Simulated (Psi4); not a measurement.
Interaction energy of CHF3 ··· C3H9Al (SMILES FC(F)F and [CH3][Al]([CH3])[CH3]). Monomers: optimised at B3LYP-D3(BJ) (def2-TZVP and def2-SVP), held rigid. Orientation: lowest of the rigid-body minima from ten starts at GFN2-xTB. The monomers approach along the line of their centres of mass (distance R); nothing else relaxes.

Level of theory: SAPT0/jun-cc-pVDZ, frozen core run with Psi4.

Components in kJ/mol:

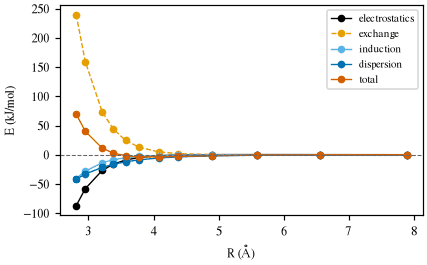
*Components of the interaction energy.*

```tsv
R / Å	electrostatics	exchange	induction	dispersion	total
2.81	-87.43	239.84	-40.72	-41.74	69.95
2.95	-58.11	159.40	-28.13	-33.10	40.06
3.21	-26.94	73.60	-13.76	-21.56	11.35
3.38	-16.16	43.99	-8.58	-16.35	2.90
3.57	-9.02	24.53	-5.12	-12.07	-1.68
3.78	-4.62	12.72	-2.97	-8.70	-3.57
4.08	-1.62	4.88	-1.45	-5.56	-3.75
4.37	-0.43	1.89	-0.78	-3.68	-3.01
4.90	0.21	0.32	-0.31	-1.84	-1.62
5.59	0.29	0.03	-0.12	-0.82	-0.62
6.55	0.22	0.00	-0.04	-0.31	-0.13
7.89	0.13	0.00	-0.01	-0.10	0.02
```
